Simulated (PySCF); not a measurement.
SMILES C=Cc1cccc(O)c1, singlet at its GFN2-xTB optimised geometry (Å):

```
17

C     -2.5566    -1.9184     0.0400
C     -1.2439    -1.7250     0.0015
C     -0.5487    -0.4431     0.0000
C     -1.2115     0.7839    -0.0024
C     -0.4958     1.9663    -0.0042
C      0.8862     1.9595    -0.0027
C      1.5631     0.7438     0.0000
O      2.9245     0.7644     0.0015
C      0.8464    -0.4431     0.0000
H     -2.9754    -2.9103     0.0391
H     -3.2653    -1.1093     0.0768
H     -0.5914    -2.5898    -0.0293
H     -2.2891     0.8160    -0.0051
H     -1.0205     2.9103    -0.0072
H      1.4564     2.8744    -0.0042
H      3.2653    -0.1382     0.0021
H      1.3798    -1.3863     0.0010
```

Level of theory: PBE/def2-SVP run with PySCF. Cells within 0.4 Å of a nucleus heavier than hydrogen are left out (blank, or x).

Map of the log10 of the electron density (e/bohr³), floored at −4 on the plane z = 0.0 Å:

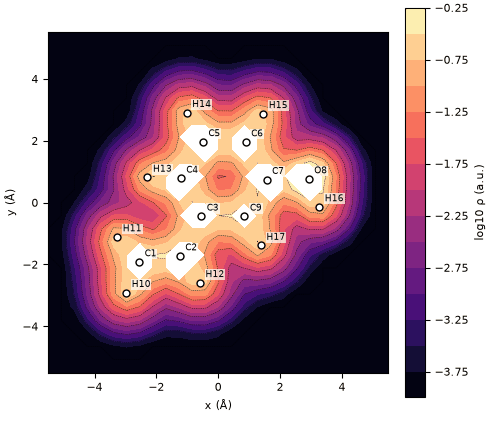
Figure. Log10 of the electron density (e/bohr³), floored at −4 on the plane z = 0.0 Å.
